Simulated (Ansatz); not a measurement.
# What BaPbO3 (Pm-3m) distorts into, part 3 of 3

Wanted: the energy along a soft mode of BaPbO3 (Pm-3m) and the structure at the end.

Ansatz 0.2.0; DFT PBEsol, scalar-relativistic, plane waves, PAW; PAW set soft_1.

So far. Step 5 (Energy along the mode, all amplitudes (two of the runs …): The lowest of the steps tried is at 0.45 Å, 25.1 meV/atom below the parent; the bottom of the well need not coincide with a step. Step 7 (The new phase in its own primitive cell): The largest force component left is 0.15 meV/Å and the pressure is 0.000 GPa, within the tolerances set. The cell now holds 15.62 Å³/atom. The relaxed cell has a = 5.988, c = 8.713 Å (conventional setting).

**8. Modes of the new phase**

A relaxed structure may still be a saddle point, so its zone-centre modes are computed. No field response is asked, since the mesh shows no gap.

The input, input.yaml:

```yaml
crystal:
  lattice:
    - [-2.9937942185, 2.9937942185, 4.3563132092]
    - [2.9937942185, -2.9937942185, 4.3563132092]
    - [2.9937942185, 2.9937942185, -4.3563132092]
  atoms:
    - { symbol: Ba, position: [0.75, 0.25, 0.5] }
    - { symbol: Ba, position: [0.25, 0.75, 0.5] }
    - { symbol: Pb, position: [0.5, 0.5, 0.0] }
    - { symbol: Pb, position: [0.0, 0.0, 0.0] }
    - { symbol: O, position: [0.8051590819, 0.6948409181, 0.5] }
    - { symbol: O, position: [0.1948409181, 0.3051590819, 0.5] }
    - { symbol: O, position: [0.3051590819, 0.8051590819, 0.1103181637] }
    - { symbol: O, position: [0.6948409181, 0.1948409181, 0.8896818362] }
    - { symbol: O, position: [0.75, 0.75, 0.0] }
    - { symbol: O, position: [0.25, 0.25, 0.0] }
kpoints:
  mp_grid: { grid: [8, 8, 8] }
hamiltonian:
  xc: pbesol
  pseudopotentials: { kind: paw, azcp: { folder: soft_1 }, xc_functional: pbe }
scf:
  occupations: { method: methfessel_paxton, width: 0.2 }
output:
  eigenvalues: true
phonons:
  method: dfpt
```

Command:

```console
$ ansatz run input.yaml --threads 4 --pin off --max-ram 10240MiB --backend cpu --events-out ev --progress --plain --runs-dir out
```

Numbers of over 12 decimals in the logs are rounded to 6 here.

The log of the run:

```text
[...]
Crystal: 10 atoms, lattice volume = 156.179 Å³
Basis set: ecut = 420 eV, 3055 PW (Γ), exchange–correlation on 96×96×96 points (8 copies of the dense FFT grid, shifted against one another)
Bands: 52, of which v1, the nominal top of the filled ones, is band 42 counted from 1 (41 counted from 0)
Symmetry: 16 space group operations
k-points: 260 of 512 (irreducible under 1 space group operation, time reversal used)
[...]
SCF iter   1: F=—  HF=-38610.731073 eV  |F-HF|=—  |Δ(HF+E_count)|=         —  Δρ=5.93e-2  dr2=8.63e0  ethr=3.10e-3  ⟨swp⟩=13.9  Hψ=82498  notcnv=0
[...]
SCF iter  12: F=-38607.285674 eV  HF=-38607.285674 eV  |F-HF|=0.00e0  |Δ(HF+E_count)|=  7.28e-12  S|Δr|=    0.00e0  Δρ=6.22e-8  dr2=6.03e-12  ethr=1.00e-12  ⟨swp⟩=21.1  Hψ=113962  notcnv=0
SCF 1 converged in 12 iterations: F = -38607.285674 eV  dr2 = 6.03e-12
[...]
DFPT response loops at Γ: preconditioner auto → Kerker (q_TF=auto, 2.460 Å⁻¹) (partly filled bands, converged f_vac=0.000); β = 1.00, the filter's whole step (`scf.mixing.beta` (0.50) is not read by the response loops under this deck's `scf.mixing.preconditioner`; to damp them name `kerker` or `kerker_dos`, under which they read `scf.mixing.beta`, and type it under 1.00, their step now; both keys bind the ground state too); Broyden in place of MSR1
SCF converged after 12 iterations
[...]
Free energy (F): -38607.285674 eV
[...]
Internal energy: -38607.314958 eV  (E = F + TS)
E sigma→0 (E₀):  -38607.292995 eV
Entropy (-TS):   0.029284 eV (2.928 meV/atom)
Fermi energy:    9.001645 eV
[...]
--- Band table (eV; the first three rows and the last of 260) ---
  k-point 0: bands = [... 38 lower, 8.8136, 8.8545, 8.8545, 9.0025, 9.0873, 13.8246, 13.9600, 14.0954, ... 6 higher]
  k-point 1: bands = [... 38 lower, 8.6317, 8.7101, 8.8796, 8.9616, 9.3871, 14.0403, 14.1016, 14.2206, ... 6 higher]
  k-point 2: bands = [... 38 lower, 8.4356, 8.5107, 8.9093, 8.9504, 10.1472, 13.9904, 14.5545, 14.8446, ... 6 higher]
  k-point 259: bands = [... 38 lower, 8.4692, 8.4692, 8.8272, 9.0063, 12.2321, 13.6408, 15.0069, 15.0250, ... 6 higher]
--- Phonons (Γ-DFPT): 8 representative perturbations + reference, on 260 of 512 k-points (Σ response iterations 32) ---
  k mesh reduced under 1 symmetry operation, with k and −k counted as one. Each operation leaves every solved perturbation unchanged. A smaller set is not used because it would not reduce the number of displacements times k-points to solve
  ASR residual: 3.086e-5 → 0.000e0 eV/Å²; symmetrization residual: 7.733e-6 eV/Å²
  ASR residual per site (eV/Å²): 2.68e-5 2.68e-5 1.37e-5 1.37e-5 1.02e-5 1.02e-5 1.02e-5 1.02e-5 3.09e-5 3.09e-5
  Γ frequencies (cm⁻¹): -62.45 -62.45 0.00 0.00 0.00 92.02 92.02 108.69 108.69 110.70 117.20 134.85 134.85 160.37 160.37 182.99 185.68 209.89 221.47 223.12 223.12 264.72 264.72 303.32 322.58 351.77 509.03 516.69 516.69 599.59
  non-analytic LO–TO correction: not included (Born effective charges unavailable; polar crystals: no LO–TO splitting at Γ)
```

Wall time 11 min (4 threads of Arm Neoverse V2, shared host); peak memory 6.4 GiB; 41 min of CPU time.

Numbers from this step:

```
sum-rule residual before enforcement                    : 3.09e-5 eV/Å²
point group                                             : 4/mmm
highest optical mode at the zone centre (no LO-TO term) : 599.6 cm⁻¹
lowest optical zone-centre mode                         : -62.45 cm⁻¹
```

Patterns of degenerate modes are one choice out of their space. Modes at Γ, with each element's share of the kinetic energy (negative means imaginary):

```
mode  frequency (cm⁻¹)  symmetry  Ba %  Pb %  O %
   1             -62.5        Eg    14     0   86
   2             -62.5        Eg    14     0   86
   3               0.0  acoustic    35    53   12
   4               0.0  acoustic    35    53   12
   5               0.0  acoustic    35    53   12
   6              92.0        Eu    56    19   25
   7              92.0        Eu    56    19   25
   8             108.7        Eg    85     0   15
   9             108.7        Eg    85     0   15
  10             110.7       B2g   100     0    0
  11             117.2       A2u    62    36    1
  12             134.8        Eu     8    19   73
  13             134.8        Eu     8    19   73
  14             160.4        Eu     1    75   24
  15             160.4        Eu     1    75   24
  16             183.0       A1u     0   100    0
  17             185.7       A2u     3     7   90
  18             209.9       A1g     0     0  100
  19             221.5       B1u     0     0  100
  20             223.1        Eu     0    29   70
  21             223.1        Eu     0    29   70
  22             264.7        Eg     1     0   99
  23             264.7        Eg     1     0   99
  24             303.3       B2g     0     0  100
  25             322.6       A2g     0     0  100
  26             351.8       B1g     0     0  100
  27             509.0       A2u     0     3   97
  28             516.7        Eu     0     4   96
  29             516.7        Eu     0     4   96
  30             599.6       A2g     0     0  100
```

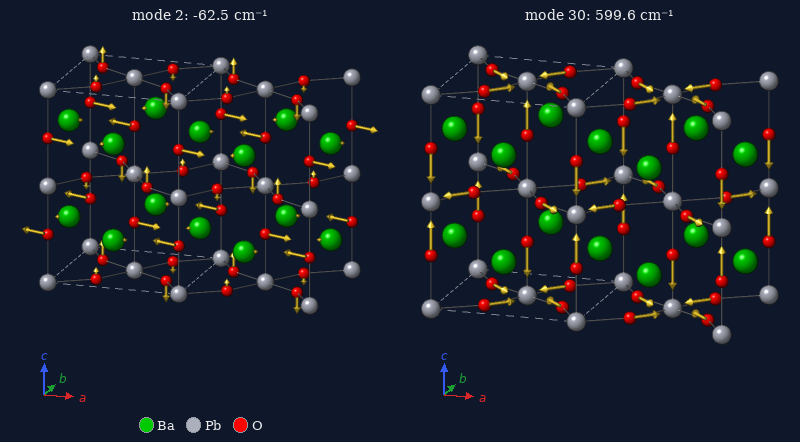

Displacement patterns of modes 2 and 30 at Γ; arrows are exaggerated. 2×1×1 conventional cells are drawn. Some periodic images of atoms are drawn too.

Before it was imposed, the acoustic sum rule was missed by 3.1e-5 eV/Å². Small misses are needed for a sound result but don't prove that mesh and cutoff are converged. The lowest optical mode is imaginary, 62.5i cm⁻¹, so the energy falls along it.

**9. What came out**

```json
{
 "unstable mode of the parent": "q = (-0.5, -0.5, -0.5), 163i cm⁻¹",
 "depth at the lowest point sampled": "25.1 meV/atom",
 "largest atomic shift at that point": "0.45 Å",
 "space group reached (within 0.01 Å)": "I4/mcm",
 "energy gained over the parent (first relaxation, on the mesh of the frozen mode)": "28.9 meV/atom",
 "volume per atom, phase reached": "15.6 Å³",
 "lowest optical zone-centre mode, phase reached": "-62.5 cm⁻¹",
 "highest optical mode at the zone centre (no LO-TO term), phase reached": "600 cm⁻¹"
}
```

What this shows: Along this mode the structure falls into I4/mcm, 28.9 meV/atom below the parent. At the parent's cell the well is 25.07 meV/atom deep on the steps tried, with its lowest point at a shift of 0.45 Å. Relaxing atoms and cell changes the gain by +3.79 meV/atom against the lowest step (energies at zero smearing). The new phase still has an imaginary mode at the zone centre of its cell, so it is a saddle point on the way to a lower structure. Of the 4 patterns followed to their end from this parent, this one ends 2.77 meV/atom above the lowest, Imma. Each path keeps the symmetry of its pattern, so a lower phase may lie along a pattern not tried. With no gap, or one that is small against the smearing, the frequencies hang on the k mesh and the smearing, most of all near Kohn anomalies. A semilocal functional can close a gap that the real compound would have, so the metallic treatment may be an artefact of the level. Spin-orbit coupling is left out, which can matter for the heavy elements here. The PAW files were made for PBE and serve the other functionals too. A phonon run warned that its eigensolver left some bands unconverged in a pass.

[Logs are printed without paths, hosts, clocks, repeated set-up lines and the standing remarks that a program may print on its own settings, such as how far it seeks lower states.]

[Hosts, paths, dates, database ids (printed as entryN), source tags and the programs' standing remarks are cut or masked in the printed files.]
